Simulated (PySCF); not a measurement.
**Ti⁺: atomic calculation**

Ti⁺, configuration 1s2 2s2 2p6 3s2 3p6 3d2 4s1, multiplicity 4. Computed at this level: unrestricted B3LYP, x2c-SVPall, non-relativistic, point nucleus (PySCF).

### The input
```python
from pyscf import gto, scf, dft, mp, cc
import basis_set_exchange as bse
mol = gto.M(atom="Ti 0 0 0", charge=1, spin=3, symmetry="D2h",
            basis=gto.basis.parse(bse.get_basis("x2c-SVPall", elements=["Ti"], fmt="nwchem", header=False)))
mf = dft.UKS(mol, xc="B3LYP")
mf.irrep_nelec = {'Ag': (5, 3), 'B1g': (1, 0), 'B1u': (2, 2), 'B2u': (2, 2), 'B3u': (2, 2)}
mf.kernel()
```

The script is an equivalent of what the driver set up; the driver started from orbitals of its own, so the log can be shorter than this script's would be, and it computed the properties (radii, ⟨L²⟩, response) afterwards. It held the occupations shell by shell, which the script's counts by irreducible representation don't always enforce.

Launched within a batch (the task file carries these settings):
```bash
OMP_NUM_THREADS=1 python <driver script> TASK.json OUT
```

### Log (extracts)
```
damping factor = 0
level_shift factor = 0
DIIS = <class 'pyscf.scf.diis.CDIIS'>
diis_start_cycle = 1
diis_space = 10
diis_damp = 0
SCF conv_tol = 1e-09
SCF conv_tol_grad = None
number electrons alpha = 12  beta = 9
XC functionals = B3LYP
    P. J. Stephens, F. J. Devlin, C. F. Chabalowski, and M. J. Frisch.,  J. Phys. Chem. 98, 11623 (1994)
cycle= 1 E= -848.033444979812  delta_E= -0.00192  |g|= 0.00746  |ddm|= 0.214
cycle= 2 E= -848.033483211838  delta_E= -3.82e-05  |g|= 0.0027  |ddm|= 0.0443
cycle= 3 E= -848.033488327232  delta_E= -5.12e-06  |g|= 0.000159  |ddm|= 0.00339
cycle= 4 E= -848.033488370536  delta_E= -4.33e-08  |g|= 7.83e-06  |ddm|= 0.00211
cycle= 5 E= -848.03348837068  delta_E= -1.44e-10  |g|= 1.28e-07  |ddm|= 0.000129
converged SCF energy = -848.03348837068  <S^2> = 3.7503942  2S+1 = 4.0001971
```

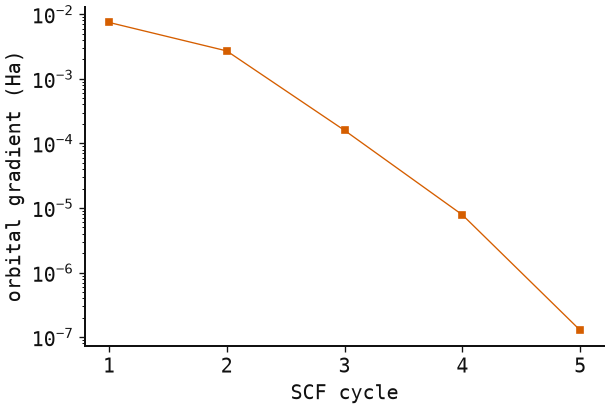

**Figure 1.** Convergence: orbital gradient against the SCF cycle. The residual falls at every step. It goes from 0.0075 to 1.3×10⁻⁷ in 5 steps.

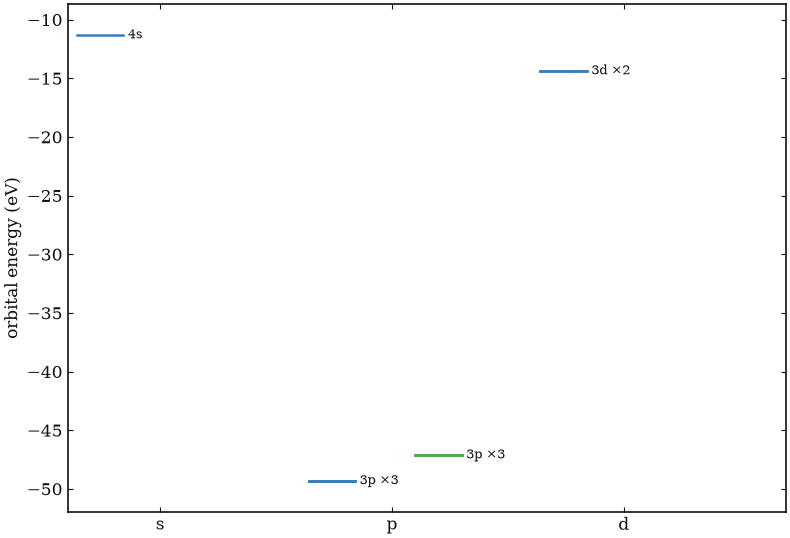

**Figure 2.** Orbital energies of the mean field, from the top down to −49.3 eV, by angular momentum, α spin at the left of each column and β at the right; ×n counts the orbitals under one label. The highest filled orbital is 4s α at −11.3 eV, the lowest empty one d α at −10.3 eV.

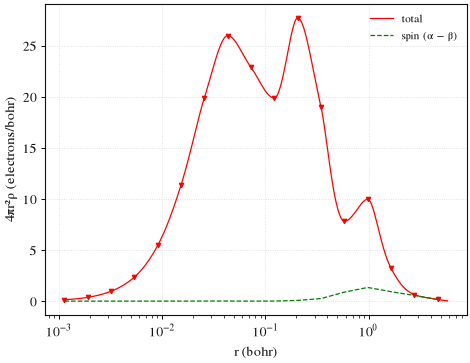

**Figure 3.** Spherically averaged radial density 4πr²ρ of the mean field and its spin part; markers are the stored points, which are sparse, and the line is a monotone interpolation between them. The largest stored value is 27.7 electrons/bohr at r = 0.21 bohr. Root-mean-square radii of the shells: 2p 0.322, 2s 0.354, 3s 1.09, 3p 1.19, 3d 1.67, 4s 3.49 bohr.

### Outcome

| quantity | value |
| --- | --- |
| outcome | converged |
| total energy | −848.033488 hartree |
| kinetic energy | 876.333943 hartree |
| ⟨S²⟩ | 3.750 |
| ⟨L²⟩ | 12.00 |
| SCF iterations | 5 |
| hardware | 1 thread of Arm Neoverse N1, 40 GiB of memory available, shared host |
| wall time | 0.79 s |

### What is odd here

This input holds a deliberate oddity: basis contracted for another Hamiltonian. The program ran to the end. Its numbers are those of this setting; this run alone doesn't show how far the oddity moves them.
